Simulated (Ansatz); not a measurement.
# WC: response to strain

The parent structure is WC (space group P-6m2, No. 187; a = 2.8843 Å, c = 2.8115 Å; relaxed with 0.1 eV smearing). Axes: x lies along a and z along c of the hexagonal cell.

Strains are applied to the cell and any free atomic positions relax.

The values are results of LDA in Ansatz (plane waves to 420 eV, PAW, no SOC), not measurements.

Notes on the quantities. pressure: mean of the normal stresses, compression positive.

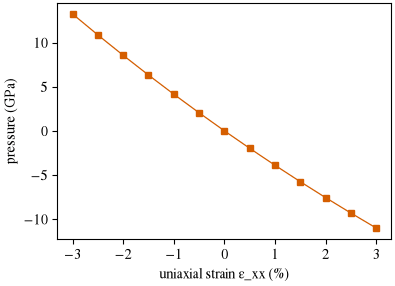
Pressure against uniaxial strain ε_xx

| uniaxial strain ε_xx (%) | pressure |
|---|---|
| -3 | 13.2 GPa |
| -2.5 | 10.9 GPa |
| -2 | 8.6 GPa |
| -1.5 | 6.3 GPa |
| -1 | 4.1 GPa |
| -0.5 | 2.0 GPa |
| 0.5 | -2.0 GPa |
| 1 | -3.9 GPa |
| 1.5 | -5.8 GPa |
| 2 | -7.6 GPa |
| 2.5 | -9.3 GPa |
| 3 | -11.0 GPa |

No phonon test of stability was made. All final runs are without spin polarisation.

Ansatz is an electronic-structure program.
